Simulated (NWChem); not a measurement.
# BNH3S (SMILES N[B]S): UB3LYP/6-311+G(d,p)

What is the vertical ionisation energy of BNH3S at UB3LYP/6-311+G**? 

The results are computed with NWChem 7.3.0.

## (1) Starting point

The species is BNH3S (6 atoms), meant as a doublet with charge 0. As SMILES, `N[B]S`. The shape is that of a PBE0-D4/def2-TZVP optimisation. This is a higher conformer, about 7 kJ/mol above the lowest found by a separate search.

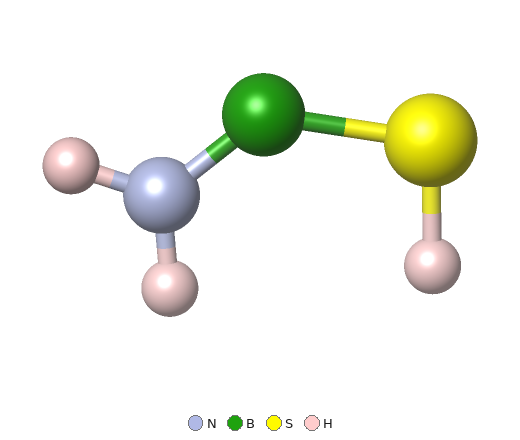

Viewed from a chosen angle; nitrogen light blue, boron green, sulfur yellow, hydrogen pink.

## (2) The energy at UB3LYP/6-311+G(d,p)

Input file m1.nw:

```
START m1
memory stack 880 mb heap 220 mb global 1100 mb
GEOMETRY noautosym nocenter noautoz
  N       -0.621200       0.083000      -0.756700
  B       -0.538400      -0.445500       0.515700
  S        0.781100      -0.475200       1.709200
  H       -1.454200       0.016000      -1.315600
  H        0.135500       0.569200      -1.216600
  H        1.739200       0.188500       1.017800
END
BASIS spherical bse
  * library 6-311+G**
END
DFT
  xc b3lyp
  mult 2
  grid medium
  convergence energy 1e-08
  maxiter 100
  mulliken
  noprint "final vectors analysis"
END
TASK dft energy
```

Command:

```bash
$ nwchem m1.nw > m1.out
```

What it wrote:

```text
[...]
          Wavefunction type:  spin polarized.
          No. of atoms     :     6
          No. of electrons :    31
[...]
          Charge           :     0
          Spin multiplicity:     2
[...]
          AO basis - number of functions:    92
[...]
              XC Information
              --------------
                         B3LYP Method XC Potential
                     Hartree-Fock (Exact) Exchange  0.200
                        Slater Exchange Functional  0.800 local
                    Becke 1988 Exchange Functional  0.720 non-local
              Lee-Yang-Parr Correlation Functional  0.810
                  VWN I RPA Correlation Functional  0.190 local
[...]
 d= 0,ls=0.0,diis     1   -479.5881528535 -5.61D+02  9.12D-03  2.40D-01     1.7
[...]
 d= 0,ls=0.0,diis    11   -479.6535797375 -7.70D-09  2.64D-07  1.03D-09    14.9
[...]
         Total DFT energy =     -479.653579737486
      One electron energy =     -821.417331248039
           Coulomb energy =      297.888067210598
    Exchange-Corr. energy =      -37.829534521664
 Nuclear repulsion energy =       81.705218821619
[...]
      Total Density - Mulliken Population Analysis
     ---------------------------------------------
    Atom       Charge   Shell Charges
 -----------   ------   -------------------------------------------------------
    1 N    7     7.51   1.09  0.90  0.82  0.85  1.83  0.58  1.31 -0.03  0.14  0.02
    2 B    5     5.07   1.13  0.86  0.46  0.66  0.96  0.39  0.35  0.12  0.03  0.11
    3 S   16    15.94   0.77  1.19  0.93  1.06  1.10  0.81  1.86  4.01  1.08  2.52  0.75 -0.08 -0.12  0.05
    4 H    1     0.74   0.27  0.40  0.02  0.04
    5 H    1     0.77   0.27  0.41  0.04  0.04
    6 H    1     0.98   0.25  0.54  0.16  0.03
[...]
      <S2> =      0.7528 (Exact =     0.7500)
[...]
```

Run time: 16 s. Hardware: 1 thread of Intel Xeon Platinum 8375C at 2.90GHz (Ice Lake), shared host; peak memory 0.11 GiB.

## (3) The singlet cation, same level

Input file bh3ns.nw:

```
start bh3ns
title "BH3NS"
memory total 2200 mb
charge 1

geometry units angstrom noautosym nocenter noautoz
   N       -0.621200       0.083000      -0.756700
   B       -0.538400      -0.445500       0.515700
   S        0.781100      -0.475200       1.709200
   H       -1.454200       0.016000      -1.315600
   H        0.135500       0.569200      -1.216600
   H        1.739200       0.188500       1.017800
end

basis spherical bse
   N library 6-311+G**
   B library 6-311+G**
   S library 6-311+G**
   H library 6-311+G**
end

dft
   xc b3lyp
   grid medium
   convergence energy 1e-08
   iterations 100
   mulliken
   noprint "final vectors analysis"
end

task dft energy
```

Command:

```bash
$ nwchem bh3ns.nw > bh3ns.out
```

What it wrote:

```text
[...]
          Wavefunction type:  closed shell.
          No. of atoms     :     6
          No. of electrons :    30
[...]
          Charge           :     1
          Spin multiplicity:     1
[...]
          AO basis - number of functions:    92
[...]
              XC Information
              --------------
                         B3LYP Method XC Potential
                     Hartree-Fock (Exact) Exchange  0.200
                        Slater Exchange Functional  0.800 local
                    Becke 1988 Exchange Functional  0.720 non-local
              Lee-Yang-Parr Correlation Functional  0.810
                  VWN I RPA Correlation Functional  0.190 local
[...]
 d= 0,ls=0.0,diis     1   -479.1394889130 -5.61D+02  2.73D-02  3.74D+00     1.4
[...]
 d= 0,ls=0.0,diis    12   -479.3542069942 -2.81D-09  3.46D-07  9.81D-10    12.2
         Total DFT energy =     -479.354206994218
      One electron energy =     -813.654615190454
           Coulomb energy =      290.116392128230
    Exchange-Corr. energy =      -37.521202753613
 Nuclear repulsion energy =       81.705218821619
[...]
      Total Density - Mulliken Population Analysis
     ---------------------------------------------
    Atom       Charge   Shell Charges
 -----------   ------   -------------------------------------------------------
    1 N    7     7.39   1.09  0.90  0.82  0.85  1.84  0.57  1.26 -0.04  0.09  0.01
    2 B    5     4.70   1.13  0.86  0.41  0.71  0.86  0.29  0.23  0.07  0.02  0.12
    3 S   16    15.70   0.77  1.19  0.93  1.06  1.12  0.80  1.86  4.01  1.07  2.47  0.55 -0.08 -0.12  0.05
    4 H    1     0.68   0.26  0.37 -0.00  0.04
    5 H    1     0.66   0.26  0.37 -0.01  0.05
    6 H    1     0.86   0.23  0.50  0.09  0.03
[...]
```

Run time: 13 s. Hardware: 1 thread of Intel Xeon Platinum 8375C at 2.90GHz (Ice Lake), shared host; peak memory 0.11 GiB.

## (4) Summary of results

At UB3LYP/6-311+G**:

```
                                          quantity          value
                       doublet BNH3S: total energy  -479.65358 Eh
                      doublet BNH3S: dipole moment         3.00 D
                               doublet BNH3S: ⟨S²⟩          0.753
                      singlet cation: total energy  -479.35421 Eh
vertical ionisation energy (to the singlet cation)       8.146 eV
```

Removing an electron at fixed nuclei costs 8.15 eV (786 kJ/mol). Only the singlet of the ionised species was computed; a triplet could lie lower. Mulliken charges (doublet BNH3S) run from -0.51 on N1 to +0.26 on H4; in a basis this large or diffuse they mean little.
